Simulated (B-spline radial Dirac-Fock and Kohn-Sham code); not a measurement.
**An X-ray data sheet for Sn³⁹⁺, step by step**

Aim: for tin as Sn³⁹⁺, compute its X-ray form factor and Compton profile and the binding energy of each subshell.

Program: B-spline radial Dirac-Fock and Kohn-Sham code, version 2. Model: a free atom or ion on a radial basis; each step names its model. All values are calculated, but those marked as tabulated.

## 1. The atom as given

Tin as Sn³⁹⁺, configuration [Ne] 3s1.

| Item | Value |
| --- | --- |
| nuclear charge | 50 |
| electrons | 11 |
| mass number | 120 |
| nuclear rms radius | 4.6519 fm |

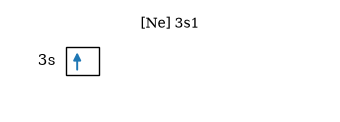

The shells outside the core; arrows follow Hund's rule for the drawing alone (heavy ions are jj-coupled), while the calculation averages over the configuration.

## 2. X-ray scattering functions

Model: Dirac-Fock average of configuration, finite nucleus; form factor of the spherical density, Waller-Hartree incoherent function, impulse-approximation Compton profiles.

The run's settings:

```ini
task = scatter
Z = 50
charge = 39
configuration = 1s2 2s2 2p6 3s1
mass_number = 120
rms_radius = 4.6519  # fm
s = [0.0, 0.05, 0.1, 0.15, 0.2, 0.25, 0.3, 0.35, 0.4, 0.45, 0.5, 0.6, 0.7, 0.8, 0.9, 1.0, 1.1, 1.2, 1.4, 1.6, 1.8, 2.0, 2.5, 3.0, 3.5, 4.0, 5.0, 6.0]  # 1/A
pz = [0, 0.1, 0.2, 0.3, 0.4, 0.5, 0.6, 0.8, 1.0, 1.2, 1.4, 1.6, 1.8, 2.0, 2.5, 3.0, 4.0, 5.0, 7.0, 10.0, 15.0, 20.0, 30.0, 40.0, 60.0, 100.0]  # a.u.
photon_energy = [1000, 5000, 8047.8, 10000, 17479.3, 20000, 100000, 500000]  # eV
```

Main fields of the result record, rounded:

```text
{
  "status": "converged",
  "form_factor [e]": [11.0, 10.996, 10.984, 10.964, 10.935, 10.899, 10.856, 10.805, 10.747, 10.682, 10.61, 10.449, 10.266, 10.065, 9.8475, 9.6179, 9.3788, 9.133, 8.6306, 8.1263, 7.6303, 7.1489, 6.0239, 5.018, 4.1396, 3.4009, 2.3463, 1.7487],
  "incoherent": [-2.6947e-12, 0.0061974, 0.024708, 0.055292, 0.097554, 0.15096, 0.21485, 0.28846, 0.37094, 0.46138, 0.55883, 0.77094, 0.99983, 1.2388, 1.4825, 1.7267, 1.9689, 2.2078, 2.675, 3.1316, 3.5828, 4.0304, 5.1124, 6.0833, 6.9054, 7.5773, 8.5339, 9.1282],
  "compton_total [1/a.u.]": [0.433, 0.43291, 0.43266, 0.43223, 0.43164, 0.43089, 0.42997, 0.42766, 0.42473, 0.42123, 0.4172, 0.41269, 0.40775, 0.40243, 0.38785, 0.37217, 0.34059, 0.31216, 0.26823, 0.21551, 0.13225, 0.076821, 0.029567, 0.013494, 0.0036572, 0.00048364],
  "shells": ["1s1/2", "2s1/2", "2p1/2", "2p3/2", "3s1/2"],
  "occupation": [2.0, 2.0, 2.0, 4.0, 1.0],
  "mean_momentum [a.u.]": [45.866, 16.601, 22.053, 21.017, 9.5682],
  "r2 [bohr^2]": 0.22087,
  "r_inverse [1/bohr]": 208.02,
  "r1 [bohr]": 1.2412,
  "coherent [b]": [80.417, 78.611, 75.822, 73.541, 62.915, 59.146, 9.706, 0.56704],
  "incoherent_cross_section [b]": [0.00533, 0.12449, 0.29546, 0.42602, 0.96213, 1.1374, 3.7411, 3.0339]
}
```

Form factor and incoherent function, every second point:

```csv
s (1/Å),f (e),f / N,S(s)
0,11.00,1.000,0
0.100,10.98,0.999,0.02471
0.200,10.94,0.994,0.09755
0.300,10.86,0.987,0.2149
0.400,10.75,0.977,0.3709
0.500,10.61,0.965,0.5588
0.700,10.27,0.933,0.9998
0.900,9.848,0.895,1.482
1.10,9.379,0.853,1.969
1.40,8.631,0.785,2.675
1.80,7.630,0.694,3.583
2.50,6.024,0.548,5.112
3.50,4.140,0.376,6.905
5.00,2.346,0.213,8.534
```

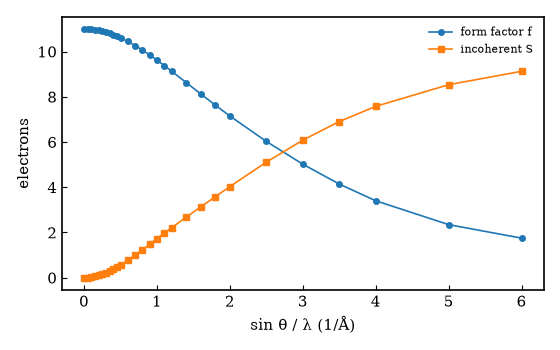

Form factor and incoherent scattering function.

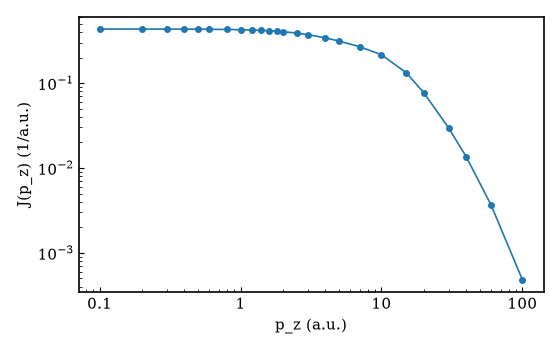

Compton profile, summed over all shells.

## 3. Hole states by ΔSCF

Model: Dirac-Fock average of configuration, Delta-SCF, finite nucleus, first-order Breit with its frequency dependence, self-energy and vacuum polarisation.

Settings, as recorded:

```ini
task = binding
```

Main fields of the result record, rounded:

```text
{
  "status": "converged",
  "shells": ["K", "L1", "L2", "L3", "M1"],
  "total_energy_parts [Ha]": [-4817.41821, 4.03809343, -0.354846884, -0.03653628, 3.29922926, -0.42325312],
  "koopmans [eV]": [31843.1, 6840.29, 6558.68, 6317.83, 2764.35],
  "dirac_coulomb [eV]": ["-", "-", 6554.53, 6314.15, 2764.26],
  "gaunt [eV]": ["-", "-", -11.5981, -8.25514, -1.68488],
  "retardation [eV]": ["-", "-", 1.23758, 1.24338, 0.203411],
  "breit_frequency [eV]": ["-", "-", 0.00162456, 0.239603, -0.0116476],
  "self_energy [eV]": ["-", "-", 0.27262, -0.171389, -1.28204],
  "vacuum_polarisation [eV]": ["-", "-", -0.0121119, -0.027985, 0.149976],
  "binding [eV]": ["-", "-", 6544.43, 6307.18, 2761.64],
  "mean_radius [bohr]": [0.0290221, 0.122506, 0.103665, 0.108683, 0.296098]
}
```

total_energy_parts: Dirac-Coulomb, Gaunt, retardation, frequency dependence, self-energy, vacuum polarisation. Blank entries are hole states that did not converge, or in which two open shells of one symmetry are about equally filled, where the average of configuration falls too low.

The binding energies by parts, in eV; the parts add up.

```csv
level,-ε,relaxation,Breit,QED,binding
L2,6558.7,-4.15,-10.36,0.26,6544.4
L3,6317.8,-3.68,-6.77,-0.20,6307.2
M1,2764.3,-0.08,-1.49,-1.13,2761.6
```

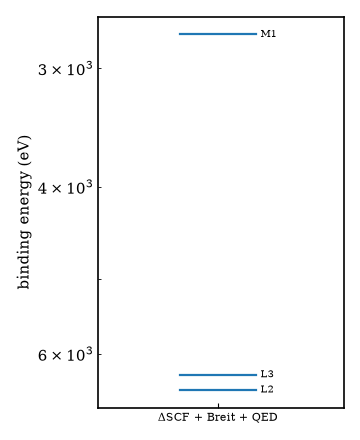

The levels on a logarithmic scale.

## 4. Results

| quantity | value |
| --- | --- |
| rms radius of the electron cloud | 0.142 bohr |
| form factor halves at | 2.8 1/Å |
| Compton profile at zero | 0.4330 1/a.u. |
| deepest level listed, L2 (2p1/2) | 6544.4 eV |
| least bound, M1 (3s) | 2761.6 eV |
| ionisation energy, NIST (semi-empirical) | 2762.49 eV |

**Reading.** f falls from 11 to half of that at s = 2.8 1/Å. Incoherent scattering outweighs coherent from 500 keV on, among the energies asked. The L2 (2p1/2) level lies 4.15 eV under Koopmans' value by relaxation alone; Breit gives -10.36 and QED +0.26 eV. NIST's ionisation energy differs by +0.85 eV from the least binding energy; correlation is missing from the calculation. The Hartree-Fock and Dirac-Fock values hold no electron correlation.
